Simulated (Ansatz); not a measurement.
# Molecular dynamics of WH6ClO (part 1 of 4)

System: WH6ClO, multiplicity 2.
Method: UKS PBE0/def2-SVP (Ansatz 0.2.0).

It belongs to a series of runs on one base structure; here: dynamics from the highest image of the converged band. Figures and captions count atoms from 1; the log counts them from 0 in places.

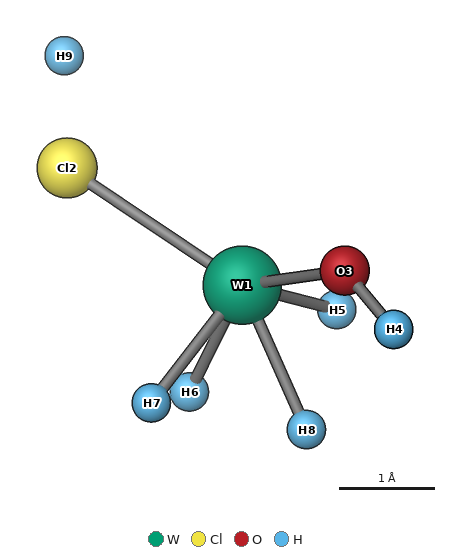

Figure 1. The input geometry (ball-and-stick view, seen at a tilt; atoms are numbered from 1 in the order of the input). Sticks mark near contacts. Bond lengths as drawn: Cl–W 2.35 Å, H–O 0.96 Å, H–W 1.66 to 1.68 Å and O–W 1.88 Å.

The input
```yaml
crystal:
  periodic: [false, false, false]
  atoms:
    - { symbol: W, position_ang: [0.461903, -0.101332, 0.567565] }
    - { symbol: Cl, position_ang: [-0.321721, -0.538029, 2.737758] }
    - { symbol: O, position_ang: [2.133776, -0.350396, -0.250661] }
    - { symbol: H, position_ang: [2.426225, -0.510983, -1.154323] }
    - { symbol: H, position_ang: [-0.118357, 1.420827, 0.146379] }
    - { symbol: H, position_ang: [-1.17002, -0.028347, 0.218474] }
    - { symbol: H, position_ang: [-0.26547, -1.459434, -0.05855] }
    - { symbol: H, position_ang: [-0.013166, -0.022162, -1.024291] }
    - { symbol: H, position_ang: [-0.636067, 0.637954, 4.027948] }
magnetization:
  spin_polarized: true
  initial_magnetization: 1
basis:
  gaussian: { orbitals: def2-SVP }
hamiltonian:
  xc: pbe0
md:
  timestep: 0.5
  n_steps: 200
  ensemble: nve
  temperature: 300.0
  initial_velocities: maxwell_boltzmann
  seed: 6691
```

Machine: 4 threads of Arm Neoverse V2, 24 GiB of memory available, shared host.

Launched with:
```bash
ansatz run input.yaml --threads 4 --pin off --max-ram 5120MiB --backend cpu --events-out ev --progress --plain --runs-dir out
```

Output
```
Engine: ansatz 0.2.0, aarch64-unknown-linux-gnu
Functional definition: PBE0
  parameter a = 0.25
  parameter kappa = 0.804
  parameter beta = 0.06672455060314922
  exchange = (1 - a)*pbe_x(kappa = kappa, mu = beta*pi^2/3) + a*exact_x
  correlation = pbe_c(beta = beta)
999 factors; integrals over basis functions are off by at most 3.8e-4 eV
mean field evaluation 1: about -16471.0215 eV, gradient 3.7e1 eV
mean field evaluation 2: about -16421.6508 eV, gradient 9.7e1 eV
mean field evaluation 4: about -16477.8669 eV, gradient 6.0e0 eV
mean field evaluation 8: about -16478.1541 eV, gradient 5.7e-1 eV
mean field evaluation 16: about -16478.2129 eV, gradient 5.4e-3 eV
mean field -16478.21288449 eV, -605.5631541713 hartree, gradient 5.1e-5 eV, S^2 0.766773; 0 other end points of the search recorded, 0 dependent functions left out
the calculation of the forces begins
reference -16478.21293414 eV, -605.5631559956 hartree; 23, 22 occupied and 71, 72 virtual orbitals, 999 factors
md step     0: t =     0.00 fs  T =   300.0 K  F+E_penalty+E_count = -16478.21288449 eV  E_kin = 0.271446 eV  conserved = -16477.94143850 eV  (37 SCF iters)
these checks for a lower state are left out or cut short: starts, cluster_reference, orbital_swaps, neighbouring_geometries, increment
999 factors; integrals over basis functions are off by at most 3.6e-4 eV
mean field -16478.20943694 eV, -605.5630274759 hartree, gradient 1.2e-5 eV, S^2 0.766761; 0 other end points of the search recorded, 0 dependent functions left out
the calculation of the forces begins
reference -16478.20948663 eV, -605.5630293022 hartree; 23, 22 occupied and 71, 72 virtual orbitals, 999 factors
md step     1: t =     0.50 fs  T =   296.2 K  F+E_penalty+E_count = -16478.20943694 eV  E_kin = 0.268045 eV  conserved = -16477.94139199 eV  (40 SCF iters)
[... from here on the SCF iterations and repeated set-up lines of each step are left out, up to the last step ...]
md step     2: t =     1.00 fs  T =   285.6 K  F+E_penalty+E_count = -16478.19971214 eV  E_kin = 0.258418 eV  conserved = -16477.94129365 eV  (40 SCF iters)
md step     3: t =     1.50 fs  T =   269.7 K  F+E_penalty+E_count = -16478.18520084 eV  E_kin = 0.244030 eV  conserved = -16477.94117117 eV  (42 SCF iters)
md step     4: t =     2.00 fs  T =   250.6 K  F+E_penalty+E_count = -16478.16779018 eV  E_kin = 0.226737 eV  conserved = -16477.94105343 eV  (42 SCF iters)
md step     5: t =     2.50 fs  T =   230.3 K  F+E_penalty+E_count = -16478.14932066 eV  E_kin = 0.208362 eV  conserved = -16477.94095904 eV  (43 SCF iters)
md step     6: t =     3.00 fs  T =   210.4 K  F+E_penalty+E_count = -16478.13129568 eV  E_kin = 0.190403 eV  conserved = -16477.94089230 eV  (42 SCF iters)
md step     7: t =     3.50 fs  T =   192.3 K  F+E_penalty+E_count = -16478.11480162 eV  E_kin = 0.173953 eV  conserved = -16477.94084904 eV  (42 SCF iters)
md step     8: t =     4.00 fs  T =   176.5 K  F+E_penalty+E_count = -16478.10056102 eV  E_kin = 0.159737 eV  conserved = -16477.94082436 eV  (40 SCF iters)
md step     9: t =     4.50 fs  T =   163.8 K  F+E_penalty+E_count = -16478.08900036 eV  E_kin = 0.148183 eV  conserved = -16477.94081715 eV  (42 SCF iters)
md step    10: t =     5.00 fs  T =   154.1 K  F+E_penalty+E_count = -16478.08026202 eV  E_kin = 0.139433 eV  conserved = -16477.94082936 eV  (42 SCF iters)
md step    11: t =     5.50 fs  T =   147.3 K  F+E_penalty+E_count = -16478.07417007 eV  E_kin = 0.133308 eV  conserved = -16477.94086241 eV  (43 SCF iters)
md step    12: t =     6.00 fs  T =   142.9 K  F+E_penalty+E_count = -16478.07020485 eV  E_kin = 0.129291 eV  conserved = -16477.94091373 eV  (41 SCF iters)
md step    13: t =     6.50 fs  T =   139.9 K  F+E_penalty+E_count = -16478.06754157 eV  E_kin = 0.126566 eV  conserved = -16477.94097534 eV  (43 SCF iters)
md step    14: t =     7.00 fs  T =   137.2 K  F+E_penalty+E_count = -16478.06518125 eV  E_kin = 0.124148 eV  conserved = -16477.94103360 eV  (42 SCF iters)
md step    15: t =     7.50 fs  T =   133.8 K  F+E_penalty+E_count = -16478.06217265 eV  E_kin = 0.121101 eV  conserved = -16477.94107150 eV  (40 SCF iters)
md step    16: t =     8.00 fs  T =   129.1 K  F+E_penalty+E_count = -16478.05788901 eV  E_kin = 0.116816 eV  conserved = -16477.94107329 eV  (40 SCF iters)
md step    17: t =     8.50 fs  T =   123.0 K  F+E_penalty+E_count = -16478.05228523 eV  E_kin = 0.111255 eV  conserved = -16477.94102977 eV  (41 SCF iters)
md step    18: t =     9.00 fs  T =   116.1 K  F+E_penalty+E_count = -16478.04603767 eV  E_kin = 0.105092 eV  conserved = -16477.94094551 eV  (41 SCF iters)
md step    19: t =     9.50 fs  T =   110.1 K  F+E_penalty+E_count = -16478.04046956 eV  E_kin = 0.099629 eV  conserved = -16477.94084021 eV  (42 SCF iters)
md step    20: t =    10.00 fs  T =   106.7 K  F+E_penalty+E_count = -16478.03724210 eV  E_kin = 0.096500 eV  conserved = -16477.94074235 eV  (42 SCF iters)
md step    21: t =    10.50 fs  T =   107.5 K  F+E_penalty+E_count = -16478.03790875 eV  E_kin = 0.097232 eV  conserved = -16477.94067718 eV  (43 SCF iters)
md step    22: t =    11.00 fs  T =   113.7 K  F+E_penalty+E_count = -16478.04352161 eV  E_kin = 0.102866 eV  conserved = -16477.94065529 eV  (43 SCF iters)
md step    23: t =    11.50 fs  T =   125.8 K  F+E_penalty+E_count = -16478.05446160 eV  E_kin = 0.113791 eV  conserved = -16477.94067032 eV  (43 SCF iters)
md step    24: t =    12.00 fs  T =   143.5 K  F+E_penalty+E_count = -16478.07052868 eV  E_kin = 0.129822 eV  conserved = -16477.94070684 eV  (42 SCF iters)
md step    25: t =    12.50 fs  T =   166.2 K  F+E_penalty+E_count = -16478.09117580 eV  E_kin = 0.150424 eV  conserved = -16477.94075171 eV  (42 SCF iters)
md step    26: t =    13.00 fs  T =   193.3 K  F+E_penalty+E_count = -16478.11571432 eV  E_kin = 0.174913 eV  conserved = -16477.94080093 eV  (41 SCF iters)
md step    27: t =    13.50 fs  T =   223.8 K  F+E_penalty+E_count = -16478.14338277 eV  E_kin = 0.202524 eV  conserved = -16477.94085892 eV  (42 SCF iters)
md step    28: t =    14.00 fs  T =   256.8 K  F+E_penalty+E_count = -16478.17328548 eV  E_kin = 0.232353 eV  conserved = -16477.94093266 eV  (42 SCF iters)
md step    29: t =    14.50 fs  T =   291.0 K  F+E_penalty+E_count = -16478.20428809 eV  E_kin = 0.263263 eV  conserved = -16477.94102492 eV  (42 SCF iters)
md step    30: t =    15.00 fs  T =   324.8 K  F+E_penalty+E_count = -16478.23497402 eV  E_kin = 0.293844 eV  conserved = -16477.94113032 eV  (42 SCF iters)
md step    31: t =    15.50 fs  T =   356.4 K  F+E_penalty+E_count = -16478.26373036 eV  E_kin = 0.322497 eV  conserved = -16477.94123380 eV  (41 SCF iters)
md step    32: t =    16.00 fs  T =   384.2 K  F+E_penalty+E_count = -16478.28898134 eV  E_kin = 0.347667 eV  conserved = -16477.94131397 eV  (40 SCF iters)
md step    33: t =    16.50 fs  T =   406.9 K  F+E_penalty+E_count = -16478.30952365 eV  E_kin = 0.368175 eV  conserved = -16477.94134854 eV  (40 SCF iters)
md step    34: t =    17.00 fs  T =   423.9 K  F+E_penalty+E_count = -16478.32486791 eV  E_kin = 0.383544 eV  conserved = -16477.94132352 eV  (39 SCF iters)
md step    35: t =    17.50 fs  T =   435.7 K  F+E_penalty+E_count = -16478.33544878 eV  E_kin = 0.394207 eV  conserved = -16477.94124141 eV  (40 SCF iters)
md step    36: t =    18.00 fs  T =   443.7 K  F+E_penalty+E_count = -16478.34257778 eV  E_kin = 0.401453 eV  conserved = -16477.94112428 eV  (40 SCF iters)
md step    37: t =    18.50 fs  T =   449.9 K  F+E_penalty+E_count = -16478.34809507 eV  E_kin = 0.407087 eV  conserved = -16477.94100836 eV  (40 SCF iters)
md step    38: t =    19.00 fs  T =   456.3 K  F+E_penalty+E_count = -16478.35381436 eV  E_kin = 0.412885 eV  conserved = -16477.94092926 eV  (40 SCF iters)
md step    39: t =    19.50 fs  T =   464.3 K  F+E_penalty+E_count = -16478.36098030 eV  E_kin = 0.420074 eV  conserved = -16477.94090678 eV  (39 SCF iters)
md step    40: t =    20.00 fs  T =   474.2 K  F+E_penalty+E_count = -16478.36996586 eV  E_kin = 0.429027 eV  conserved = -16477.94093850 eV  (39 SCF iters)
md step    41: t =    20.50 fs  T =   485.5 K  F+E_penalty+E_count = -16478.38030769 eV  E_kin = 0.439303 eV  conserved = -16477.94100472 eV  (39 SCF iters)
md step    42: t =    21.00 fs  T =   497.2 K  F+E_penalty+E_count = -16478.39100264 eV  E_kin = 0.449922 eV  conserved = -16477.94108093 eV  (40 SCF iters)
md step    43: t =    21.50 fs  T =   508.1 K  F+E_penalty+E_count = -16478.40088155 eV  E_kin = 0.459733 eV  conserved = -16477.94114828 eV  (39 SCF iters)
md step    44: t =    22.00 fs  T =   516.9 K  F+E_penalty+E_count = -16478.40889768 eV  E_kin = 0.467700 eV  conserved = -16477.94119804 eV  (38 SCF iters)
md step    45: t =    22.50 fs  T =   522.8 K  F+E_penalty+E_count = -16478.41426025 eV  E_kin = 0.473030 eV  conserved = -16477.94123018 eV  (37 SCF iters)
md step    46: t =    23.00 fs  T =   525.2 K  F+E_penalty+E_count = -16478.41643643 eV  E_kin = 0.475188 eV  conserved = -16477.94124841 eV  (38 SCF iters)
md step    47: t =    23.50 fs  T =   523.7 K  F+E_penalty+E_count = -16478.41509577 eV  E_kin = 0.473840 eV  conserved = -16477.94125543 eV  (38 SCF iters)
md step    48: t =    24.00 fs  T =   518.1 K  F+E_penalty+E_count = -16478.41007346 eV  E_kin = 0.468824 eV  conserved = -16477.94124969 eV  (38 SCF iters)
md step    49: t =    24.50 fs  T =   508.6 K  F+E_penalty+E_count = -16478.40140319 eV  E_kin = 0.460179 eV  conserved = -16477.94122462 eV  (38 SCF iters)
md step    50: t =    25.00 fs  T =   495.4 K  F+E_penalty+E_count = -16478.38942711 eV  E_kin = 0.448255 eV  conserved = -16477.94117183 eV  (39 SCF iters)
md step    51: t =    25.50 fs  T =   479.5 K  F+E_penalty+E_count = -16478.37493346 eV  E_kin = 0.433848 eV  conserved = -16477.94108590 eV  (37 SCF iters)
md step    52: t =    26.00 fs  T =   462.3 K  F+E_penalty+E_count = -16478.35923200 eV  E_kin = 0.418259 eV  conserved = -16477.94097294 eV  (37 SCF iters)
md step    53: t =    26.50 fs  T =   445.6 K  F+E_penalty+E_count = -16478.34405695 eV  E_kin = 0.403204 eV  conserved = -16477.94085284 eV  (37 SCF iters)
md step    54: t =    27.00 fs  T =   431.6 K  F+E_penalty+E_count = -16478.33125487 eV  E_kin = 0.390500 eV  conserved = -16477.94075512 eV  (39 SCF iters)
md step    55: t =    27.50 fs  T =   421.8 K  F+E_penalty+E_count = -16478.32232916 eV  E_kin = 0.381623 eV  conserved = -16477.94070639 eV  (39 SCF iters)
md step    56: t =    28.00 fs  T =   417.0 K  F+E_penalty+E_count = -16478.31803096 eV  E_kin = 0.377314 eV  conserved = -16477.94071709 eV  (38 SCF iters)
md step    57: t =    28.50 fs  T =   417.1 K  F+E_penalty+E_count = -16478.31819572 eV  E_kin = 0.377419 eV  conserved = -16477.94077660 eV  (39 SCF iters)
md step    58: t =    29.00 fs  T =   421.1 K  F+E_penalty+E_count = -16478.32190023 eV  E_kin = 0.381040 eV  conserved = -16477.94086041 eV  (36 SCF iters)
md step    59: t =    29.50 fs  T =   427.6 K  F+E_penalty+E_count = -16478.32783501 eV  E_kin = 0.386892 eV  conserved = -16477.94094337 eV  (37 SCF iters)
md step    60: t =    30.00 fs  T =   435.1 K  F+E_penalty+E_count = -16478.33469218 eV  E_kin = 0.393682 eV  conserved = -16477.94101027 eV  (37 SCF iters)
md step    61: t =    30.50 fs  T =   442.5 K  F+E_penalty+E_count = -16478.34140852 eV  E_kin = 0.400351 eV  conserved = -16477.94105795 eV  (37 SCF iters)
md step    62: t =    31.00 fs  T =   448.9 K  F+E_penalty+E_count = -16478.34722628 eV  E_kin = 0.406136 eV  conserved = -16477.94109049 eV  (37 SCF iters)
md step    63: t =    31.50 fs  T =   453.7 K  F+E_penalty+E_count = -16478.35163841 eV  E_kin = 0.410526 eV  conserved = -16477.94111230 eV  (37 SCF iters)
md step    64: t =    32.00 fs  T =   456.7 K  F+E_penalty+E_count = -16478.35432163 eV  E_kin = 0.413198 eV  conserved = -16477.94112316 eV  (40 SCF iters)
md step    65: t =    32.50 fs  T =   457.6 K  F+E_penalty+E_count = -16478.35513454 eV  E_kin = 0.414017 eV  conserved = -16477.94111735 eV  (40 SCF iters)
md step    66: t =    33.00 fs  T =   456.6 K  F+E_penalty+E_count = -16478.35420014 eV  E_kin = 0.413114 eV  conserved = -16477.94108637 eV  (39 SCF iters)
md step    67: t =    33.50 fs  T =   454.2 K  F+E_penalty+E_count = -16478.35203228 eV  E_kin = 0.411008 eV  conserved = -16477.94102451 eV  (38 SCF iters)
md step    68: t =    34.00 fs  T =   451.7 K  F+E_penalty+E_count = -16478.34962081 eV  E_kin = 0.408686 eV  conserved = -16477.94093492 eV  (39 SCF iters)
md step    69: t =    34.50 fs  T =   450.4 K  F+E_penalty+E_count = -16478.34837611 eV  E_kin = 0.407541 eV  conserved = -16477.94083474 eV  (36 SCF iters)
md step    70: t =    35.00 fs  T =   452.1 K  F+E_penalty+E_count = -16478.34986104 eV  E_kin = 0.409107 eV  conserved = -16477.94075355 eV  (38 SCF iters)
md step    71: t =    35.50 fs  T =   458.2 K  F+E_penalty+E_count = -16478.35533407 eV  E_kin = 0.414611 eV  conserved = -16477.94072343 eV  (38 SCF iters)
md step    72: t =    36.00 fs  T =   469.1 K  F+E_penalty+E_count = -16478.36525666 eV  E_kin = 0.424493 eV  conserved = -16477.94076363 eV  (38 SCF iters)
md step    73: t =    36.50 fs  T =   484.2 K  F+E_penalty+E_count = -16478.37899798 eV  E_kin = 0.438129 eV  conserved = -16477.94086878 eV  (38 SCF iters)
md step    74: t =    37.00 fs  T =   501.7 K  F+E_penalty+E_count = -16478.39491613 eV  E_kin = 0.453907 eV  conserved = -16477.94100907 eV  (38 SCF iters)
md step    75: t =    37.50 fs  T =   519.1 K  F+E_penalty+E_count = -16478.41081274 eV  E_kin = 0.469669 eV  conserved = -16477.94114351 eV  (38 SCF iters)
md step    76: t =    38.00 fs  T =   534.2 K  F+E_penalty+E_count = -16478.42456138 eV  E_kin = 0.483323 eV  conserved = -16477.94123849 eV  (37 SCF iters)
md step    77: t =    38.50 fs  T =   545.3 K  F+E_penalty+E_count = -16478.43463399 eV  E_kin = 0.493355 eV  conserved = -16477.94127923 eV  (37 SCF iters)
md step    78: t =    39.00 fs  T =   551.6 K  F+E_penalty+E_count = -16478.44034263 eV  E_kin = 0.499072 eV  conserved = -16477.94127065 eV  (36 SCF iters)
md step    79: t =    39.50 fs  T =   553.2 K  F+E_penalty+E_count = -16478.44177734 eV  E_kin = 0.500548 eV  conserved = -16477.94122950 eV  (37 SCF iters)
md step    80: t =    40.00 fs  T =   550.8 K  F+E_penalty+E_count = -16478.43955044 eV  E_kin = 0.498375 eV  conserved = -16477.94117556 eV  (37 SCF iters)
md step    81: t =    40.50 fs  T =   545.3 K  F+E_penalty+E_count = -16478.43449090 eV  E_kin = 0.493367 eV  conserved = -16477.94112345 eV  (38 SCF iters)
md step    82: t =    41.00 fs  T =   537.5 K  F+E_penalty+E_count = -16478.42740949 eV  E_kin = 0.486330 eV  conserved = -16477.94107944 eV  (38 SCF iters)
md step    83: t =    41.50 fs  T =   528.2 K  F+E_penalty+E_count = -16478.41899815 eV  E_kin = 0.477957 eV  conserved = -16477.94104067 eV  (39 SCF iters)
md step    84: t =    42.00 fs  T =   518.2 K  F+E_penalty+E_count = -16478.40986884 eV  E_kin = 0.468869 eV  conserved = -16477.94099941 eV  (40 SCF iters)
md step    85: t =    42.50 fs  T =   508.1 K  F+E_penalty+E_count = -16478.40066841 eV  E_kin = 0.459719 eV  conserved = -16477.94094981 eV  (42 SCF iters)
md step    86: t =    43.00 fs  T =   498.7 K  F+E_penalty+E_count = -16478.39216589 eV  E_kin = 0.451272 eV  conserved = -16477.94089381 eV  (46 SCF iters)
md step    87: t =    43.50 fs  T =   491.1 K  F+E_penalty+E_count = -16478.38521635 eV  E_kin = 0.444371 eV  conserved = -16477.94084496 eV  (46 SCF iters)
md step    88: t =    44.00 fs  T =   486.0 K  F+E_penalty+E_count = -16478.38055725 eV  E_kin = 0.439734 eV  conserved = -16477.94082285 eV  (48 SCF iters)
md step    89: t =    44.50 fs  T =   483.7 K  F+E_penalty+E_count = -16478.37850772 eV  E_kin = 0.437664 eV  conserved = -16477.94084367 eV  (46 SCF iters)
md step    90: t =    45.00 fs  T =   483.9 K  F+E_penalty+E_count = -16478.37872867 eV  E_kin = 0.437820 eV  conserved = -16477.94090849 eV  (43 SCF iters)
md step    91: t =    45.50 fs  T =   485.4 K  F+E_penalty+E_count = -16478.38021291 eV  E_kin = 0.439213 eV  conserved = -16477.94099982 eV  (48 SCF iters)
md step    92: t =    46.00 fs  T =   486.8 K  F+E_penalty+E_count = -16478.38155394 eV  E_kin = 0.440464 eV  conserved = -16477.94108955 eV  (48 SCF iters)
md step    93: t =    46.50 fs  T =   486.5 K  F+E_penalty+E_count = -16478.38137630 eV  E_kin = 0.440224 eV  conserved = -16477.94115211 eV  (51 SCF iters)
md step    94: t =    47.00 fs  T =   483.6 K  F+E_penalty+E_count = -16478.37873008 eV  E_kin = 0.437556 eV  conserved = -16477.94117410 eV  (52 SCF iters)
md step    95: t =    47.50 fs  T =   477.6 K  F+E_penalty+E_count = -16478.37330275 eV  E_kin = 0.432147 eV  conserved = -16477.94115571 eV  (73 SCF iters)
md step    96: t =    48.00 fs  T =   468.9 K  F+E_penalty+E_count = -16478.36541752 eV  E_kin = 0.424311 eV  conserved = -16477.94110685 eV  (59 SCF iters)
md step    97: t =    48.50 fs  T =   458.5 K  F+E_penalty+E_count = -16478.35587884 eV  E_kin = 0.414838 eV  conserved = -16477.94104069 eV  (38 SCF iters)
md step    98: t =    49.00 fs  T =   447.4 K  F+E_penalty+E_count = -16478.34575826 eV  E_kin = 0.404789 eV  conserved = -16477.94096976 eV  (39 SCF iters)
md step    99: t =    49.50 fs  T =   436.9 K  F+E_penalty+E_count = -16478.33619345 eV  E_kin = 0.395291 eV  conserved = -16477.94090291 eV  (65 SCF iters)
md step   100: t =    50.00 fs  T =   428.2 K  F+E_penalty+E_count = -16478.32824661 eV  E_kin = 0.387402 eV  conserved = -16477.94084488 eV  (39 SCF iters)
md step   101: t =    50.50 fs  T =   422.2 K  F+E_penalty+E_count = -16478.32282982 eV  E_kin = 0.382032 eV  conserved = -16477.94079780 eV  (42 SCF iters)
md step   102: t =    51.00 fs  T =   419.9 K  F+E_penalty+E_count = -16478.32067625 eV  E_kin = 0.379913 eV  conserved = -16477.94076354 eV  (39 SCF iters)
md step   103: t =    51.50 fs  T =   421.7 K  F+E_penalty+E_count = -16478.32231638 eV  E_kin = 0.381570 eV  conserved = -16477.94074593 eV  (40 SCF iters)
md step   104: t =    52.00 fs  T =   428.0 K  F+E_penalty+E_count = -16478.32801531 eV  E_kin = 0.387262 eV  conserved = -16477.94075340 eV  (57 SCF iters)
```
